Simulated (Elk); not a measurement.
# Magnetic state of MnF2 from several starts, part 2 of 2

Does MnF2 prefer parallel or opposed moments, or none?

Elk 11.2.3 (patched build); PBE with U = 4.00 eV on Mn d; all-electron APW+lo, Dirac cores, scalar-relativistic bands.

So far. Step 2 (Start 1: ferro ++): After 20 cycles the largest moment stands at 4.57 μB.

## Step 3: Order 2, typed as antiferro +-

Reversing part of the moments tests the sign of the couplings between them.

Contents of elk.in:

```
tasks
  0

xctype
  20

rgkmax
  7.0

nempty
  8

swidth
  0.001837

reducebf
  0.6

epsengy
  1e-05

maxscl
  100

lmaxi
  3

lmaxo
  10

lmaxapw
  10

spinpol
  .true.

sppath
  './'

avec
  9.21014718620 0.00000000000 0.00000000000
  0.00000000000 9.21014718620 0.00000000000
  0.00000000000 0.00000000000 6.25631628080

atoms
  2
  'Mn.in'
  2
  0.0000000000 0.0000000000 0.0000000000   0.000000 0.000000 -0.450000
  0.5000000000 0.5000000000 0.5000000000   0.000000 0.000000 0.450000
  'F.in'
  4
  0.3053000000 0.3053000000 0.0000000000   0.000000 0.000000 0.000000
  0.1947000000 0.8053000000 0.5000000000   0.000000 0.000000 0.000000
  0.6947000000 0.6947000000 0.0000000000   0.000000 0.000000 0.000000
  0.8053000000 0.1947000000 0.5000000000   0.000000 0.000000 0.000000

ngridk
  8 8 8

dft+u
  1 1
  1 2 0.146997 0.000000
```

On the command line:

```bash
> OMP_NUM_THREADS=4 elk
```

Numbers of over 12 decimals in the logs are rounded to 6 here.

The log of the run:

```text
Warning(init1): few empty states an atom for a second variation :    8.000000000
 they are its basis, with spin, DFT+U, afieldc (12 by default), in Hartree-Fock and RDMFT; 30 and more for pressures

--- INFO.OUT ---
┌─────────────────────────┐
│ Elk code version 11.2.3 │
└─────────────────────────┘

All units are atomic (Hartree, Bohr, etc.)

┌─────────────────────────────────────────────────┐
│ Ground-state run starting from atomic densities │
└─────────────────────────────────────────────────┘

Lattice vectors :
   9.210147186       0.000000000       0.000000000
   0.000000000       9.210147186       0.000000000
   0.000000000       0.000000000       6.256316281

Species : 1 (Mn)
 parameters loaded from : Mn.in
 name : manganese
 nuclear charge    :   -25.00000000
 electronic charge :    25.00000000
 atomic mass :    100145.9370
 muffin-tin radius :    2.141764161
 number of radial points in muffin-tin :    993
 inner part over the whole radius :   0.9977511556E-02
 number on inner part of muffin-tin    :    698
 approximate nuclear radius :   0.7074591925E-04
 number of mesh points to nuclear radius :    332
 atomic positions (lattice), magnetic fields (Cartesian) :
  1 :   0.00000000  0.00000000  0.00000000    0.00000000  0.00000000 -0.45000000
  2 :   0.50000000  0.50000000  0.50000000    0.00000000  0.00000000  0.45000000

Species : 2 (F)
 parameters loaded from : F.in
 name : fluorine
 nuclear charge    :   -9.000000000
 electronic charge :    9.000000000
 atomic mass :    34631.97045
 muffin-tin radius :    1.784803467
 number of radial points in muffin-tin :    593
 inner part over the whole radius :   0.9802786614E-02
 number on inner part of muffin-tin    :    408
 approximate nuclear radius :   0.5278478738E-04
 number of mesh points to nuclear radius :    176
 atomic positions (lattice), magnetic fields (Cartesian) :
  1 :   0.30530000  0.30530000  0.00000000    0.00000000  0.00000000  0.00000000
  2 :   0.19470000 -0.19470000  0.50000000    0.00000000  0.00000000  0.00000000
  3 :  -0.30530000 -0.30530000  0.00000000    0.00000000  0.00000000  0.00000000
  4 :  -0.19470000  0.19470000  0.50000000    0.00000000  0.00000000  0.00000000

Total number of atoms per unit cell :    6
Total muffin-tin volume :    177.5684124
 ratio of muffin-tin to unit cell volume :   0.3345907069

Spin treatment :
 spin-polarised
 global magnetic field (Cartesian) :    0.000000000       0.000000000       0.000000000
 collinear magnetisation in z-direction

Number of Bravais lattice symmetries :   16
Number of crystal symmetries         :   16
Crystal has inversion symmetry
Real symmetric eigensolver will be used

k-point grid :      8     8     8
k-point offset :    0.000000000       0.000000000       0.000000000
k-point set is reduced with full crystal symmetry group
Total number of k-points :       75

Muffin-tin radius times maximum |G+k| :    7.000000000
 using average radius
Maximum |G+k| for APW functions       :    3.676875420
Maximum (1/2)|G+k|²                   :    6.759706429
Maximum |G| for potential and density :    12.00000000
Constant for pseudocharge density :    6
 order of it for each species :   13  13
 order of it for pair densities of each species (exact exchange by exxq0 0: 17) :   12   8
Radial integration step length :    1

G-vector grid sizes :     36    36    24
Number of G-vectors :    15483

Maximum angular momentum used for
 APW functions            :   10
 outer part of muffin-tin :   10
 inner part of muffin-tin :    3

Number of empty states         :     48
Total number of valence states :    156
Total number of core states    :     28

Third-order local-orbitals added for an l without core states : T
Total number of local-orbitals :     90

Exchange-correlation functional :     20     0     0
 Perdew-Burke-Ernzerhof, Phys. Rev. Lett. 77, 3865 (1996)
 gradient requirement :    1
 generalised gradient approximation (GGA)

DFT+U calculation
 fully localised limit (FLL)
 see Phys. Rev. B 52, R5467 (1995)
 species : 1 (Mn), l = 2, U =   0.14699700, J =   0.00000000

Smearing type :    3
 Fermi-Dirac
Smearing width :   0.1837000000E-02
Effective electronic temperature (K) :    580.0787206

Mixing type :    3
 Broyden mixing, J. Phys. A: Math. Gen. 17, L317 (1984)

Kohn-Sham potential initialised from atomic data

┌──────────────────────────────┐
│ Self-consistent loop started │
└──────────────────────────────┘

┌─────────────────┐
│ Loop number : 1 │
└─────────────────┘

Energies :
 Fermi                       :     0.21637427829035E-01
 sum of occupied eigenvalues :     -1566.9491218021
 electron kinetic            :      2751.7855257399
 core electron kinetic       :      2406.2106072082
 Coulomb                     :     -5322.2269265026
 Coulomb potential           :     -4111.6354059292
 nuclear-nuclear             :     -426.66169293074
 electron-nuclear            :     -5692.6456266561
 Hartree                     :      797.08039308422
 Madelung                    :     -3266.4092235380
 xc potential                :     -206.66289383642
 xc effective B-field        :    -0.771547
 external B-field            :      0.000000
 exchange                    :     -143.76707254643
 correlation                 :     -3.436364
 DFT+U                       :     0.611897
 electron entropic           :    -0.56262994404801E-06
 total energy                :     -2717.0329409984
 (external B-field energy excluded from total)

Density of states at Fermi energy :   0.1344073957E-01
 (states/Hartree/unit cell)

Estimated indirect band gap :   0.3635294912E-01
 from k-point 5 to k-point 7
Estimated direct band gap   :   0.3663747607E-01
 at k-point 8

Charges :
 core                        :    28.00000000
 valence                     :    58.00000000
 interstitial                :    4.790375734
 muffin-tins (core leakage)
  species : 1 (Mn)
   atom 1                    :    22.97301371     ( -0.2180828442E-06)
   atom 2                    :    22.97301371     ( -0.2180828442E-06)
  species : 2 (F)
   atom 1                    :    8.815899211     ( -0.2859255104E-06)
   atom 2                    :    8.815899211     ( -0.2859255104E-06)
   atom 3                    :    8.815899211     ( -0.2859255104E-06)
   atom 4                    :    8.815899211     ( -0.2859255104E-06)
 total in muffin-tins        :    81.20962427
 total calculated charge     :    86.00000164
 total charge                :    86.00000000
 error                       :   0.1643497853E-05

Moments :
 interstitial                :  -0.5435646127E-15
 muffin-tins
  species : 1 (Mn)
   atom 1                    :    4.345833231
   atom 2                    :   -4.345833231
  species : 2 (F)
   atom 1                    :  -0.3155762816E-01
   atom 2                    :   0.3155762816E-01
   atom 3                    :  -0.3155762816E-01
   atom 4                    :   0.3155762816E-01
 total in muffin-tins        :    0.000000000
 total moment                :  -0.5435646127E-15

[... earlier loops left out ...]

┌──────────────────┐
│ Loop number : 19 │
└──────────────────┘

Energies :
 Fermi                       :     0.94321460631970E-01
 sum of occupied eigenvalues :     -1554.8694178146
 electron kinetic            :      2745.5062144144
 core electron kinetic       :      2406.1315516782
 Coulomb                     :     -5316.5741890386
 Coulomb potential           :     -4110.6193099804
 nuclear-nuclear             :     -426.66169293074
 electron-nuclear            :     -5682.2844545724
 Hartree                     :      792.37195846450
 Madelung                    :     -3261.2645340484
 xc potential                :     -188.91639018681
 xc effective B-field        :    -0.839930
 external B-field            :      0.000000
 exchange                    :     -143.12566855064
 correlation                 :     -3.430048
 DFT+U                       :     0.638776
 electron entropic           :    -0.43373491042729E-11
 total energy                :     -2716.9849152854
 (external B-field energy excluded from total)

Density of states at Fermi energy :   0.5444806626E-07
 (states/Hartree/unit cell)

Estimated indirect band gap :   0.1250263735
 from k-point 5 to k-point 1
Estimated direct band gap   :   0.1265759302
 at k-point 1

Charges :
 core                        :    28.00000000
 valence                     :    58.00000000
 interstitial                :    5.194819309
 muffin-tins (core leakage)
  species : 1 (Mn)
   atom 1                    :    23.03087176     ( -0.2180806078E-06)
   atom 2                    :    23.03087176     ( -0.2180806078E-06)
  species : 2 (F)
   atom 1                    :    8.685859292     ( -0.2859033410E-06)
   atom 2                    :    8.685859292     ( -0.2859033410E-06)
   atom 3                    :    8.685859292     ( -0.2859033410E-06)
   atom 4                    :    8.685859292     ( -0.2859033410E-06)
 total in muffin-tins        :    80.80518069
 total calculated charge     :    86.00000230
 total charge                :    86.00000000
 error                       :   0.2296668157E-05

Moments :
 interstitial                :  -0.8280780139E-15
 muffin-tins
  species : 1 (Mn)
   atom 1                    :    4.547916008
   atom 2                    :   -4.547916008
  species : 2 (F)
   atom 1                    :  -0.2101351737E-01
   atom 2                    :   0.2101351737E-01
   atom 3                    :  -0.2101351737E-01
   atom 4                    :   0.2101351737E-01
 total in muffin-tins        :    0.000000000
 total moment                :  -0.8280780139E-15

┌──────────────────────────────┐
│ Self-consistent loop stopped │
└──────────────────────────────┘

Wrote STATE.OUT
```

Wall time 20 min (4 threads of Arm Neoverse V2, shared host); peak memory 0.74 GiB.

Spin moment in the muffin-tin sphere by atom:

```csv
atom,spin moment in the muffin-tin sphere (μB)
Mn1,4.55
Mn2,-4.55
F3,-0.02
F4,0.02
F5,-0.02
F6,0.02
```

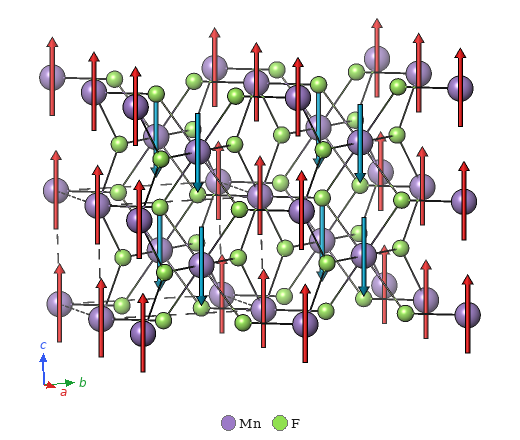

Spin moment in the muffin-tin sphere as arrows, the longest 4.55 μB. Up and down stand for the sign. Arrows give size and sign along the axis of quantisation, drawn up and down the page. The two directions have two colours. 2×2×2 cells are drawn. Some periodic images of atoms are drawn too.

Numbers from this step:

```yaml
density_of_states_at_the_fermi_level: 2.00e-9 states/eV/cell
moment_between_the_spheres: 0 μB
magnetization: 0 μB
final_state: antiferromagnetic
```

It lies 22.2 meV a seeded atom under the first start, and its largest moment is 4.55 μB against 4.57 μB.

## Step 4: Order 3, typed as no spin polarisation

This run holds no moments, which gives a state to set the others against.

Changes to elk.in since step 3:

```diff
@@ -14,5 +14,2 @@
   0.001837
-
-reducebf
-  0.6
 
@@ -33,5 +30,2 @@
 
-spinpol
-  .true.
-
 sppath
@@ -48,4 +42,4 @@
   2
-  0.0000000000 0.0000000000 0.0000000000   0.000000 0.000000 -0.450000
-  0.5000000000 0.5000000000 0.5000000000   0.000000 0.000000 0.450000
+  0.0000000000 0.0000000000 0.0000000000   0.000000 0.000000 0.000000
+  0.5000000000 0.5000000000 0.5000000000   0.000000 0.000000 0.000000
   'F.in'
```

On the command line:

```bash
> OMP_NUM_THREADS=4 elk
```

The log of the run:

```text
Warning(init1): few empty states an atom for a second variation :    8.000000000
 they are its basis, with spin, DFT+U, afieldc (12 by default), in Hartree-Fock and RDMFT; 30 and more for pressures

--- INFO.OUT ---
┌─────────────────────────┐
│ Elk code version 11.2.3 │
└─────────────────────────┘

All units are atomic (Hartree, Bohr, etc.)

┌─────────────────────────────────────────────────┐
│ Ground-state run starting from atomic densities │
└─────────────────────────────────────────────────┘

Lattice vectors :
[...]
species : 2 (F)
   atom 1                    :    8.644322099     ( -0.2859071149E-06)
   atom 2                    :    8.644322099     ( -0.2859071149E-06)
   atom 3                    :    8.644322099     ( -0.2859071149E-06)
   atom 4                    :    8.644322099     ( -0.2859071149E-06)
 total in muffin-tins        :    80.67428553
 total calculated charge     :    86.00000042
 total charge                :    86.00000000
 error                       :   0.4164758280E-06

┌──────────────────────────────┐
│ Self-consistent loop stopped │
└──────────────────────────────┘

Wrote STATE.OUT

[key lines of the parts left out:]
total energy                :     -2716.6543088103
```

Run time: 12 min. Hardware: 4 threads; peak memory 0.57 GiB; 49 min of CPU time.

Read from the output:

```yaml
density_of_states_at_the_fermi_level: 9.945 states/eV/cell
final_state: non-magnetic (no spin polarisation)
```

It lies 4476 meV a seeded atom over the first start.

## Step 5: Ranking

These are free energies at a smearing of 0.05 eV, so its entropy term is in the differences. They are divided by the number of seeded atoms, so that cells of unlike size compare.

Orders:

```csv
start,final state,typed order kept,energy over the lowest (meV a seeded atom),largest sphere moment (μB),net moment (μB a primitive cell),DOS at the Fermi level (states/eV a primitive cell),mesh matched,CPU time (s)
ferro ++,ferromagnetic,yes,22.23,4.566,10,0,yes,4836
antiferro +-,antiferromagnetic,yes,0,4.548,0,0,yes,4527
no spin polarisation,non-magnetic,-,4498,0,0,9.945,yes,2946
```

## Step 6: What came out

```yaml
lowest_state_found: antiferromagnetic (typed antiferro +-)
largest_site_moment: 4.55 μB
next_state: ferromagnetic, 22.2 meV a seeded atom higher
run_without_spin_seeds_over_the_lowest: 4498 meV a seeded atom
```

What this shows: The lowest state found is antiferromagnetic, reached from the start antiferro +-, with moments up to 4.55 μB. The next state costs 22 meV a seeded atom. Under a U a spinless open shell is left with part-filled orbitals, which the U penalises, so its energy is no clean measure of what the moments gain. This is the lowest of 3 finished starts, no proof of the ground state.

[Logs and program files are shortened in this print: banners, set-up blocks, solver, clock and traceback lines can be left out without a mark of their own.]

[Logs are printed without paths, hosts, clocks, repeated set-up lines and the standing remarks that a program may print on its own settings, such as how far it seeks lower states.]

[Hosts, paths, dates, database ids (printed as entryN), source tags and the programs' standing remarks are cut or masked in the printed files.]

[Where a cell is said to come from a database of computed structures, the database is the Materials Project.]
